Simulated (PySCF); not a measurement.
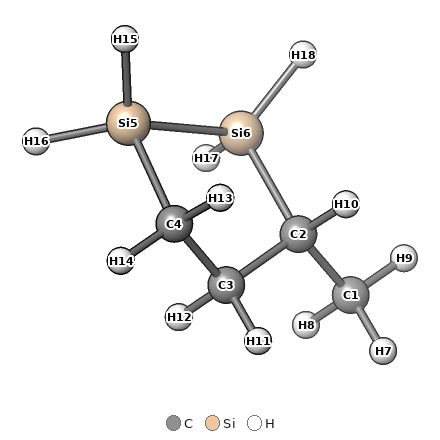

C₄H₁₂Si₂, SMILES C[C@@H]1CC[SiH2][SiH2]1. Vertical core-electron binding energies by ΔSCF (SCAN, pcX-2 on the ionised atom, pcseg-1 elsewhere, spin-free X2C; PySCF 2.14.0, at a PBE0-D3(BJ)/def2-SVP geometry (no frequency check)), gas phase, against the vacuum level. One atom of each kind was ionised; within a panel, areas follow the number of like atoms and 2j + 1 (2p levels are split by first-order spin-orbit coupling, an approximation), each panel is scaled alone, Gaussians of 0.6 eV full width. Only the regions named are shown. Lines closer than the width merge in the curve.

### Predict the C 1s, Si 2p and Si 1s photoelectron lines.

| level | atoms | binding energy (eV) |
| --- | --- | --- |
| C 1s | C3 | 290.5 |
| C 1s | C1 | 290.5 |
| C 1s | C4 | 290.0 |
| C 1s | C2 | 290.0 |
| Si 2p1/2 | Si5 | 106.6 |
| Si 2p1/2 | Si6 | 106.6 |
| Si 2p3/2 | Si5 | 106.0 |
| Si 2p3/2 | Si6 | 105.9 |
| Si 1s | Si5 | 1845.7 |
| Si 1s | Si6 | 1845.6 |

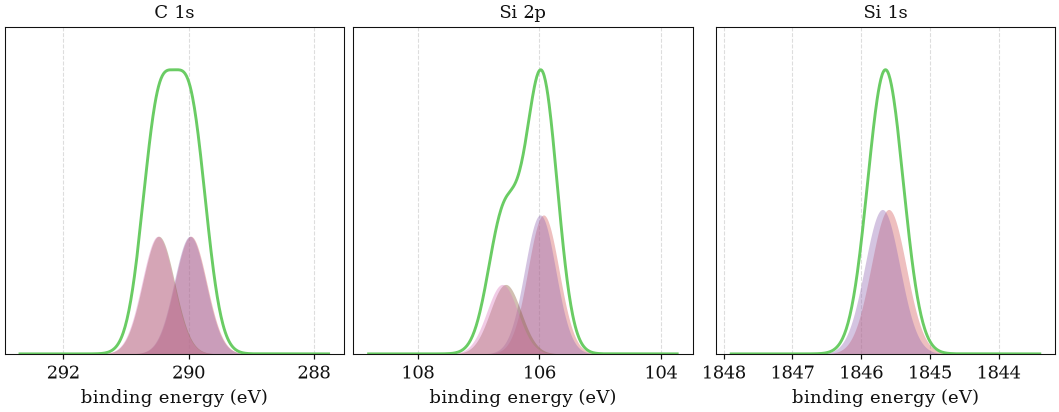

Note: one conformer of a flexible molecule.
